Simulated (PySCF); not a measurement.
# OH (SMILES [OH]) at U-revPBE/aug-cc-pVTZ

Aim: the vertical doublet–quartet gap of OH at U-revPBE/aug-cc-pVTZ, from 2 runs. The job is set up through a Python script.

Program for the calculation: PySCF 2.14.0.

2 further runs of the same task are left out: 2 set aside as unsound or not needed.

## 1. The structure to begin with

OH: 2 atoms, total charge 0, spin state doublet. SMILES: `[OH]`. The shape is that of a PBE0-D4/def2-TZVP optimisation.

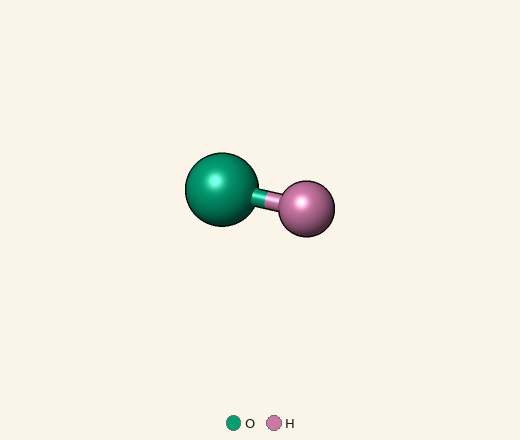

Viewed from a chosen angle; oxygen teal, hydrogen pink.

## 2. The energy at U-revPBE/aug-cc-pVTZ

Input file job.py:

```python
from pyscf import gto, dft

mol = gto.Mole()
mol.atom = '''
O        0.415880      -0.133150       0.214550
H       -0.415880       0.133150      -0.214550
'''
mol.verbose = 4
mol.basis = 'aug-cc-pvtz'
mol.spin = 1
mol.max_memory = 1860
mol.build()

myscf = dft.UKS(mol)
myscf.xc = 'revpbe'
myscf.grids.level = 5
myscf.conv_tol = 1e-10
myscf.kernel()
if not myscf.converged:
    myscf = myscf.newton().run(myscf.mo_coeff, myscf.mo_occ)

e_tot = myscf.e_tot
print('Final energy', e_tot)
```

Command:

```bash
$ OMP_NUM_THREADS=1 python job.py
```

What it wrote:

```text
PySCF version 2.14.0

[INPUT] num. atoms = 2
[INPUT] num. electrons = 9
[INPUT] charge = 0
[INPUT] spin (= nelec alpha-beta = 2S) = 1
[INPUT] symmetry False subgroup None
[INPUT] Mole.unit = angstrom
[INPUT] Symbol           X                Y                Z      unit          X                Y                Z       unit  Magmom
[INPUT]  1 O      0.415880000000  -0.133150000000   0.214550000000 AA    0.785899300684  -0.251617033486   0.405440740025 Bohr   0.0
[INPUT]  2 H     -0.415880000000   0.133150000000  -0.214550000000 AA   -0.785899300684   0.251617033486  -0.405440740025 Bohr   0.0

nuclear repulsion = 4.35057424174363
number of shells = 22
number of NR pGTOs = 83
number of NR cGTOs = 69
basis = aug-cc-pvtz
ecp = {}

******** <class 'pyscf.dft.uks.UKS'> ********
method = UKS
initial guess = minao
damping factor = 0
level_shift factor = 0
DIIS = <class 'pyscf.scf.diis.CDIIS'>
diis_start_cycle = 1
diis_space = 8
diis_damp = 0
SCF conv_tol = 1e-10
SCF conv_tol_grad = None
SCF max_cycles = 50
direct_scf = True
direct_scf_tol = 1e-13
number electrons alpha = 5  beta = 4
XC library pyscf.dft.libxc version 7.0.0
    S. Lehtola, C. Steigemann, M. J.T. Oliveira, and M. A.L. Marques.,  SoftwareX 7, 1–5 (2018)
XC functionals = revpbe
    Y. Zhang and W. Yang.,  Phys. Rev. Lett. 80, 890 (1998)
    J. P. Perdew, K. Burke, and M. Ernzerhof.,  Phys. Rev. Lett. 77, 3865 (1996)
    J. P. Perdew, K. Burke, and M. Ernzerhof.,  Phys. Rev. Lett. 78, 1396 (1997)
radial grids:
    Treutler-Ahlrichs [JCP 102, 346 (1995); DOI:10.1063/1.469408] (M4) radial grids

becke partition: Becke, JCP 88, 2547 (1988); DOI:10.1063/1.454033
pruning grids: <function nwchem_prune>
grids dens level: 5
symmetrized grids: False
atomic radii adjust function: <function treutler_atomic_radii_adjust>
small_rho_cutoff = 0
Set gradient conv threshold to 1e-05
tot grids = 66520
init E= -75.6804549351939
[... the frontier-level lines of each cycle are left out ...]



cycle= 1 E= -75.7145371358227  delta_E= -0.0341  |g|= 0.269  |ddm|= 0.574
cycle= 2 E= -75.6652819501174  delta_E= 0.0493  |g|= 0.451  |ddm|= 0.358
cycle= 3 E= -75.7432904726994  delta_E= -0.078  |g|= 0.0237  |ddm|= 0.223
cycle= 4 E= -75.743482186241  delta_E= -0.000192  |g|= 0.00664  |ddm|= 0.0135
cycle= 5 E= -75.7435001693351  delta_E= -1.8e-05  |g|= 0.000612  |ddm|= 0.00476
cycle= 6 E= -75.7435004380282  delta_E= -2.69e-07  |g|= 0.000112  |ddm|= 0.000702
cycle= 7 E= -75.7435004525759  delta_E= -1.45e-08  |g|= 1.44e-05  |ddm|= 0.000204
cycle= 8 E= -75.7435004527579  delta_E= -1.82e-10  |g|= 3.48e-06  |ddm|= 1.95e-05
cycle= 9 E= -75.7435004527707  delta_E= -1.28e-11  |g|= 1.65e-06  |ddm|= 6.06e-06
Extra cycle  E= -75.743500452779  delta_E= -8.31e-12  |g|= 1.63e-06  |ddm|= 5.67e-06
converged SCF energy = -75.743500452779  <S^2> = 0.75251118  2S+1 = 2.0025096
Final energy -75.74350045277905
```

Wall time 4.2 s (1 thread of Arm Neoverse V2, shared host); peak memory 0.32 GiB.

## 3. The quartet, same level

Input file input.py:

```python
from pyscf import gto, dft

mol = gto.Mole()
mol.atom = '''
O    0.415880  -0.133150   0.214550
H   -0.415880   0.133150  -0.214550
'''
mol.charge = 0
mol.spin = 3
mol.verbose = 4
mol.basis = 'aug-cc-pvtz'
mol.max_memory = 1860
mol.build()

mf = dft.UKS(mol, xc='revpbe')
mf.grids.level = 5
mf.conv_tol = 1e-10
mf.kernel()
if not mf.converged:
    mf = mf.newton().run(mf.mo_coeff, mf.mo_occ)

etot = mf.e_tot
print('E = %.10f Eh' % etot)
```

Command:

```bash
$ OMP_NUM_THREADS=1 python input.py
```

What it wrote:

```text
PySCF version 2.14.0

[INPUT] num. atoms = 2
[INPUT] num. electrons = 9
[INPUT] charge = 0
[INPUT] spin (= nelec alpha-beta = 2S) = 3
[INPUT] symmetry False subgroup None
[INPUT] Mole.unit = angstrom
[INPUT] Symbol           X                Y                Z      unit          X                Y                Z       unit  Magmom
[INPUT]  1 O      0.415880000000  -0.133150000000   0.214550000000 AA    0.785899300684  -0.251617033486   0.405440740025 Bohr   0.0
[INPUT]  2 H     -0.415880000000   0.133150000000  -0.214550000000 AA   -0.785899300684   0.251617033486  -0.405440740025 Bohr   0.0

nuclear repulsion = 4.35057424174363
number of shells = 22
number of NR pGTOs = 83
number of NR cGTOs = 69
basis = aug-cc-pvtz
ecp = {}

******** <class 'pyscf.dft.uks.UKS'> ********
method = UKS
initial guess = minao
damping factor = 0
level_shift factor = 0
DIIS = <class 'pyscf.scf.diis.CDIIS'>
diis_start_cycle = 1
diis_space = 8
diis_damp = 0
SCF conv_tol = 1e-10
SCF conv_tol_grad = None
SCF max_cycles = 50
direct_scf = True
direct_scf_tol = 1e-13
number electrons alpha = 6  beta = 3
XC library pyscf.dft.libxc version 7.0.0
    S. Lehtola, C. Steigemann, M. J.T. Oliveira, and M. A.L. Marques.,  SoftwareX 7, 1–5 (2018)
XC functionals = revpbe
    Y. Zhang and W. Yang.,  Phys. Rev. Lett. 80, 890 (1998)
    J. P. Perdew, K. Burke, and M. Ernzerhof.,  Phys. Rev. Lett. 77, 3865 (1996)
    J. P. Perdew, K. Burke, and M. Ernzerhof.,  Phys. Rev. Lett. 78, 1396 (1997)
radial grids:
    Treutler-Ahlrichs [JCP 102, 346 (1995); DOI:10.1063/1.469408] (M4) radial grids

becke partition: Becke, JCP 88, 2547 (1988); DOI:10.1063/1.454033
pruning grids: <function nwchem_prune>
grids dens level: 5
symmetrized grids: False
atomic radii adjust function: <function treutler_atomic_radii_adjust>
small_rho_cutoff = 0
Set gradient conv threshold to 1e-05
tot grids = 66520
init E= -75.6804549351939
[... the frontier-level lines of each cycle are left out ...]


cycle= 1 E= -75.4222803269827  delta_E= 0.258  |g|= 0.271  |ddm|=  1.3


cycle= 2 E= -75.4293017599257  delta_E= -0.00702  |g|= 0.311  |ddm|= 1.09


cycle= 3 E= -75.467754107347  delta_E= -0.0385  |g|= 0.0193  |ddm|= 0.297


cycle= 4 E= -75.4679675150745  delta_E= -0.000213  |g|= 0.00582  |ddm|= 0.145


cycle= 5 E= -75.467989883074  delta_E= -2.24e-05  |g|= 0.00206  |ddm|= 0.0217


cycle= 6 E= -75.4679925047834  delta_E= -2.62e-06  |g|= 0.000195  |ddm|= 0.00687


cycle= 7 E= -75.4679925374472  delta_E= -3.27e-08  |g|= 2.69e-05  |ddm|= 0.000551


cycle= 8 E= -75.4679925381556  delta_E= -7.08e-10  |g|= 4.1e-06  |ddm|= 0.000141


cycle= 9 E= -75.4679925381697  delta_E= -1.41e-11  |g|= 5.75e-07  |ddm|= 2.91e-05


Extra cycle  E= -75.4679925381697  delta_E=    0  |g|= 6.44e-07  |ddm|= 4.53e-06
converged SCF energy = -75.4679925381697  <S^2> = 3.752527  2S+1 = 4.0012633
E = -75.4679925382 Eh
```

Run time: 4.2 s. Hardware: 1 thread of Arm Neoverse V2, shared host; peak memory 0.32 GiB.

## 4. What came out

Level: U-revPBE/aug-cc-pVTZ.

| quantity | value |
| --- | --- |
| doublet: total energy | -75.74350 Eh |
| doublet: dipole moment | 1.58 D |
| doublet: HOMO energy (highest over α and β) | -7.33 eV |
| doublet: LUMO energy (lowest over α and β) | -6.27 eV |
| doublet: ⟨S²⟩ | 0.753 |
| quartet: total energy | -75.46799 Eh |
| quartet: dipole moment | 2.84 D |
| quartet: HOMO energy (highest over α and β) | -2.72 eV |
| quartet: ⟨S²⟩ | 3.753 |
| vertical energy of the quartet above the doublet | 7.497 eV |

**Reading.** At this shape the quartet lies 7.50 eV (173 kcal/mol) above the doublet.
